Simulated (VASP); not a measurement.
Band structure of Ga (alpha). Calculation: vdW-DF-cx, VASP's PBE PAW potentials (set 64) (plane waves; VASP 6.6.1).

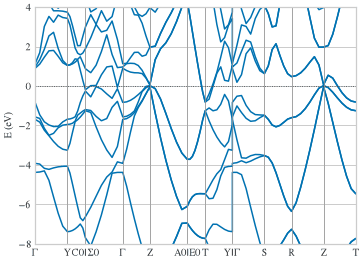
Figure. Bands along high-symmetry lines, zero at the valence-band maximum or, without a gap, the Fermi level

Q: Read the plot: is there a gap, and where are the band edges?

A: It has no gap at this level: it comes out as a metal or semimetal. (Edges off the drawn lines would not show.)

The compound is Ga in the alpha structure. It was relaxed first.
